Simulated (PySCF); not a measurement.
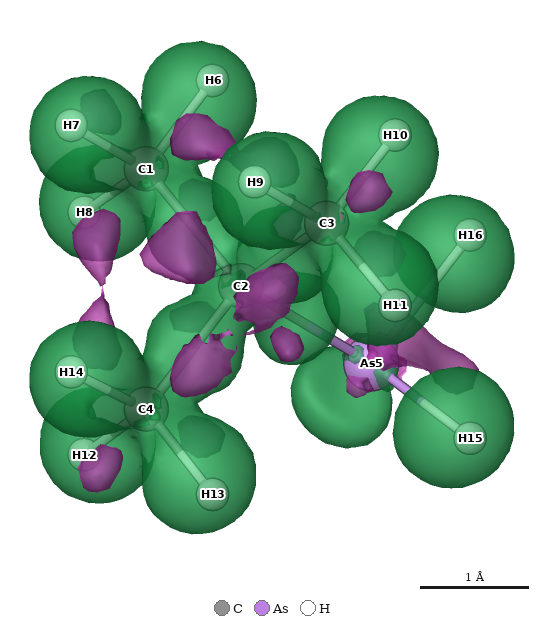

C4H11As, SMILES `CC(C)(C)[AsH2]`. Deformation density (molecule less spherical, spin-averaged free atoms at the same positions), surfaces at ±0.09 e/Å³; green: gain, purple: loss.

PySCF calculation, B3LYP/def2-SVPD, gas phase; geometry: GFN2-xTB. No frequency check shows the geometry to be a minimum. GFN2-xTB bond lengths at metals and heavier atoms can be off by up to 0.1 Å and shapes distorted, which carries into these values.

Input

```python
import numpy as np
from pyscf import gto, scf, dft
from pyscf.scf import atom_ks, atom_hf
from scipy.linalg import block_diag

def solve(mol, dm0=None, hcore=None):
    mf = (dft.UKS if mol.spin else dft.RKS)(mol, xc='b3lyp')
    mf.grids.level = 3
    mf = mf.density_fit(auxbasis='def2-universal-jkfit')
    mf.conv_tol, mf.max_cycle = 1e-8, 80
    if hcore is not None:
        mf.get_hcore = lambda *args: hcore
    mf.kernel(dm0)
    if not mf.converged:
        mf = mf.newton().run(mf.mo_coeff, mf.mo_occ, max_cycle=30)
    assert mf.converged, 'SCF not converged'
    return mf

mol = gto.M(atom='''
C      1.32431    -1.23731    -0.73693
C      0.82712    -0.00010     0.00614
C      1.33821    -0.01984     1.44106
C      1.32423     1.25711    -0.70274
As    -1.19100     0.00084    -0.06169
H      0.96264    -2.14519    -0.25122
H      2.41412    -1.26901    -0.75501
H      0.96534    -1.23365    -1.76780
H      2.42883    -0.01982     1.46091
H      0.98813    -0.91119     1.96238
H      0.98807     0.85712     1.98661
H      0.96525     1.28168    -1.73333
H      0.96250     2.15132    -0.19234
H      2.41404     1.28938    -0.71995
H     -1.33458     1.04166     1.01468
H     -1.33451    -1.06917     0.98575
''', basis='def2-svpd', charge=0, spin=0, verbose=4)
mf = solve(mol)
mf.analyze()
# spherically averaged free atoms, for the promolecule
atm = atom_ks.get_atm_nrks(mol, xc='b3lyp')
pro = block_diag(*[(atm[a[0]][2] * atm[a[0]][3]) @ atm[a[0]][2].T for a in mol._atom])
np.savez('result.npz', e=mf.e_tot, c=mf.mo_coeff, occ=mf.mo_occ, eps=mf.mo_energy, pro=pro, dip=mf.dip_moment(verbose=0), s2=mf.spin_square()[0])
```

Command:

```sh
OMP_NUM_THREADS=1 python input.py
```

The run took 38 s on 1 thread of Intel(R) Xeon(R) Platinum 8259CL CPU @ 2.50GHz (Skylake/Cascade Lake), on a shared host, peak memory 0.82 GiB.

Partitions, critical points and surface values were worked out afterwards from this run's density.

Question: How much density has each bond gained at its critical point, relative to the free atoms?

Answer: C3–H10 and C3–H11: +0.67 e/Å³ at the bond critical point (bond length 1.09 Å). C1–H8 and C4–H12: +0.67 e/Å³ at the bond critical point (bond length 1.09 Å). C1–H6 and C4–H13: +0.67 e/Å³ at the bond critical point (bond length 1.09 Å). C1–H7 and C4–H14: +0.66 e/Å³ at the bond critical point (bond length 1.09 Å). C3–H9: +0.66 e/Å³ at the bond critical point (bond length 1.09 Å). C2–C3: +0.46 e/Å³ at the bond critical point (bond length 1.52 Å). C1–C2 and C2–C4: +0.46 e/Å³ at the bond critical point (bond length 1.53 Å). As5–H15 and As5–H16: +0.24 e/Å³ at the bond critical point (bond length 1.50 Å). C2–As5: +0.18 e/Å³ at the bond critical point (bond length 2.02 Å). In all, 3.3 electrons gather in the regions of gain relative to the promolecule.

Question: Where do the Hirshfeld charges lie?

Answer: The highest Hirshfeld charge is on As5 (+0.13 e), the lowest on C3 (−0.11 e).
